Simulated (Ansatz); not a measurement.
# Frequency calculation, with input and output: SiHCl3

The run: frequency calculation of SiHCl3. Method and program: RKS PBE0-D4/def2-TZVP (Ansatz 0.2.0).

The geometry comes from this level: PBE0-D4/def2-TZVP. Figures and captions count atoms from 1; the log counts them from 0 in places.

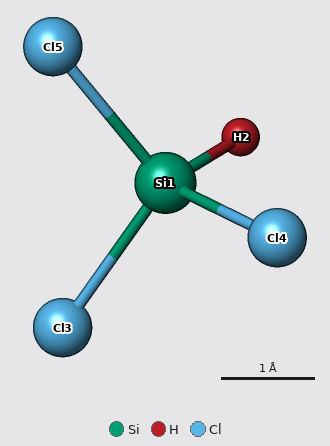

Figure 1. The input geometry (ball-and-stick view, seen at a tilt; atoms are numbered from 1 in the order of the input). Bond lengths as drawn: Cl–Si 2.03 Å and H–Si 1.47 Å.

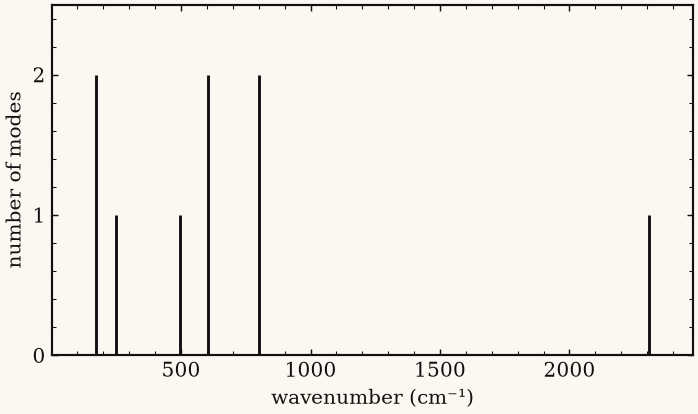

Figure 2. Harmonic vibrational wavenumbers from the force constants; neighbouring modes closer than 10 cm⁻¹ are counted in one stick. 9 modes from 172 to 2308 cm⁻¹, none imaginary.

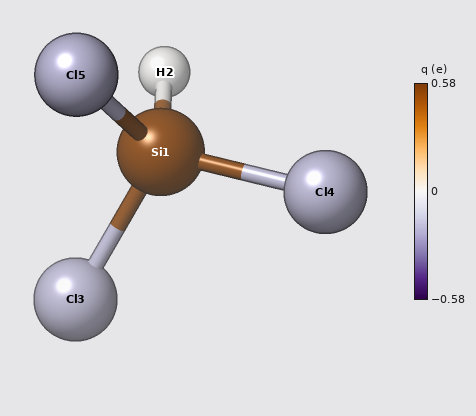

Figure 3. Mulliken charges, as the colour of each atom (ball-and-stick view, seen at a tilt; atoms are numbered from 1 in the order of the input). By element: Si +0.55, H +0.01 and Cl −0.19 e.

These pictures come from the run below.

The input
```yaml
crystal:
  periodic: [false, false, false]
  atoms:
    - {symbol: Si, position_ang: [-0.979746, 0.464210, -0.522720]}
    - {symbol: H, position_ang: [-1.275238, -0.013966, 0.834588]}
    - {symbol: Cl, position_ang: [-0.315519, -1.083908, -1.654849]}
    - {symbol: Cl, position_ang: [-2.665858, 1.233916, -1.349852]}
    - {symbol: Cl, position_ang: [0.449873, 1.902361, -0.436166]}
basis:
  gaussian: {orbitals: def2-TZVP}
hamiltonian: {xc: pbe0, dispersion: d4}
phonons: {temperatures: {t_min: 298.15, t_max: 900, t_step: 200}}
```

Command:
```bash
ansatz run in.yaml --threads 8 --pin off --events-out ev --progress --plain --max-ram 19148MiB
```

Log
```
Functional definition: PBE0
  name "PBE0"
  cite "Adamo & Barone, J. Chem. Phys. 110, 6158 (1999) doi:10.1063/1.478522"
  cite "Perdew, Burke & Ernzerhof, Phys. Rev. Lett. 77, 3865 (1996) doi:10.1103/PhysRevLett.77.3865"
  parent pbe
  parameter a = 0.25
  parameter kappa = 0.804
  parameter beta = 0.06672455060314922
  exchange = (1 - a)*pbe_x(kappa = kappa, mu = beta*pi^2/3) + a*exact_x
  correlation = pbe_c(beta = beta)
1116 factors; their error is unknown
mean field evaluation 1: about -45451.3355 eV, gradient 1.5e1 eV
mean field evaluation 2: about -45451.5894 eV, gradient 1.2e1 eV
mean field evaluation 4: about -45451.8018 eV, gradient 8.9e-1 eV
mean field evaluation 8: about -45451.9489 eV, gradient 1.4e-2 eV
mean field -45451.94887083 eV, -1670.3283125654 hartree, gradient 4.6e-5 eV, S^2 0.000000; 0 other end points of the search recorded, 0 dependent functions left out
the calculation of the forces begins
reference -45451.94889867 eV, -1670.3283135885 hartree; 33, 33 occupied and 121, 121 virtual orbitals, 1116 factors
these checks for a lower state are left out or cut short: stability, starts, cluster_reference, orbital_swaps, neighbouring_geometries, increment
1116 factors; their error is unknown
mean field evaluation 16: about -45451.9487 eV, gradient 1.4e-1 eV
mean field -45451.94875649 eV, -1670.3283083637 hartree, gradient 2.4e-6 eV, S^2 0.000000; 0 other end points of the search recorded, 0 dependent functions left out
[... from here on the field's lines of each further geometry are left out, up to the last ...]
the calculation of the forces begins
reference -45451.94884620 eV, -1670.3283116605 hartree; 33, 33 occupied and 121, 121 virtual orbitals, 1116 factors
these checks for a lower state are left out or cut short: stability, starts, cluster_reference, orbital_swaps, neighbouring_geometries, increment
1116 factors; their error is unknown
mean field evaluation 128: about -45451.9489 eV, gradient 2.7e-6 eV
mean field -45451.94887218 eV, -1670.3283126150 hartree, gradient 2.7e-6 eV, S^2 0.000000; 0 other end points of the search recorded, 0 dependent functions left out
the calculation of the forces begins
reference -45451.94890002 eV, -1670.3283136381 hartree; 33, 33 occupied and 121, 121 virtual orbitals, 1116 factors
Total energy: -45452.10817073 eV, -1670.3341667288 hartree
Atom 0 at    -0.979746     0.464210    -0.522720 Å, force     0.000207     0.000050    -0.000253 eV/Å
Atom 1 at    -1.275238    -0.013966     0.834588 Å, force     0.000005    -0.000150     0.000364 eV/Å
Atom 2 at    -0.315519    -1.083908    -1.654849 Å, force    -0.000161     0.000050     0.000004 eV/Å
Atom 3 at    -2.665858     1.233916    -1.349852 Å, force     0.000115     0.000016    -0.000112 eV/Å
Atom 4 at     0.449873     1.902361    -0.436166 Å, force    -0.000165     0.000034    -0.000003 eV/Å
Dipole moment:    -0.032560    -0.052666     0.149503 e Å
Vibrations: 171.82 171.83 249.54 495.59 603.91 603.94 800.04 800.08 2307.95 cm⁻¹, zero-point energy 0.384642 eV
```

Key numbers

```tsv
quantity	value
outcome	converged
total energy	−45452.1082 eV
mean-field energy	−45451.9489 eV
dispersion energy	−0.1593 eV
largest force (length of the vector)	under 0.001 eV/Å
dipole moment	0.78 D
hardware	8 threads of AMD EPYC, 23 GiB of memory available, shared host
wall time	13 s (CPU time 82 s)
peak memory	0.53 GiB
```
